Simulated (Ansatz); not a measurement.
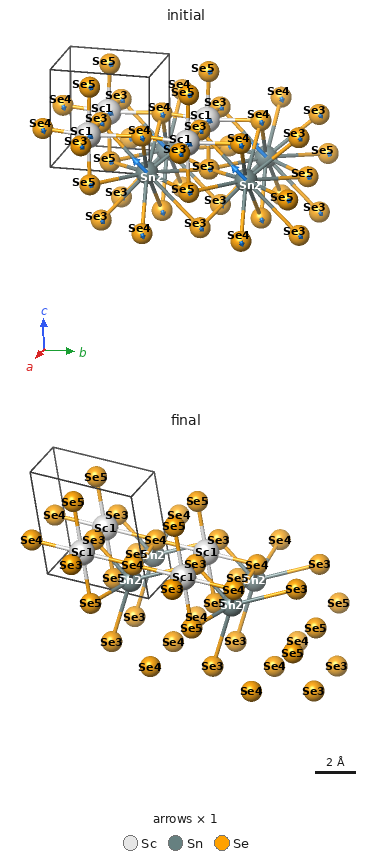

The structure of solid ScSnSe$_{3}$ (built on the cubic perovskite type) (coarse preliminary run) before (top) and after (bottom) a relaxation, at one scale. The blue arrows give the displacements (the part carried along by the change of the cell is left out), at their true length.

A ball-and-stick model of the cell of the calculation, repeated 2 × 2 × 1 with one cell outlined, seen slightly off an axis.

Theory: Ansatz 0.2.0, DFT PBE, scalar-relativistic, plane waves, PAW.

Input file:
```yaml
crystal:
  lattice:
    - [5.1250770901, 0.0963145445, 0.0279202481]
    - [0.0963145445, 5.1431596548, -0.050280034]
    - [0.0279202481, -0.050280034, 5.0827369271]
  atoms:
    - { symbol: Sc, position: [0.503039147, 0.4850874577, 0.4853440413] }
    - { symbol: Sn, position: [0.0116045276, -0.0218542454, 0.0247924282] }
    - { symbol: Se, position: [-0.0050608983, 0.5114984013, 0.4964910021] }
    - { symbol: Se, position: [0.4756397021, 0.0216871912, 0.5115913671] }
    - { symbol: Se, position: [0.5147775216, 0.5035811951, -0.0182188388] }
basis:
  ecutwfc: 420
kpoints:
  mp_grid: { grid: [6, 6, 6] }
hamiltonian:
  xc: pbe
scf:
  occupations: { method: gaussian, width: 0.1 }
output:
  forces: true
  stress: true
  eigenvalues: true
relax:
  adjacent_minimum: "off"
  f_tol: 0.015
  max_steps: 120
  cell: { stress_tol: 0.15 }
```

Run as
```bash
ansatz run input.yaml --threads 1 --pin off --max-ram 2560MiB --backend cpu --events-out ev --progress --plain --runs-dir out
```

> Describe what moved and what it gained.

The run was cut off at its time limit before the relaxation converged, so the last structure is only a point on the way. After 12 geometry steps the energy has fallen by 269 meV per atom. The largest force component goes from 1.9 to 0.058 eV/Å. The pressure goes from 2.17 to 0.66 GPa. Sn2 moves most relative to the cell: 1.10 Å along [0 −1 1]. Largest moves by element: Sn 1.10 Å, Sc 0.33 Å, Se 0.32 Å. The drawn cell changes as follows: a 5.126 → 5.355 Å (+4.5 %), b 5.144 → 5.329 Å (+3.6 %), c 5.083 → 5.325 Å (+4.8 %), α 91.1° → 110.6°, β 89.4° → 90.0°, γ 87.9° → 89.9°; the volume changes by +6.2 %. Some distances before and after: Sn2–Se3 3.876 → 6.016 Å, Sn2–Se5 3.655 → 4.984 Å, Sn2–Se4 3.527 → 4.817 Å, Sn2–Se4 (another image) 3.812 → 4.995 Å. Bond angles that change, for instance: Se4–Sc1–Se5 86.2° → 111.0°, Se4–Sc1–Se5 89.5° → 69.6°, Se4–Sc1–Se5 88.0° → 69.2°. The space group stays P1 (No. 1).
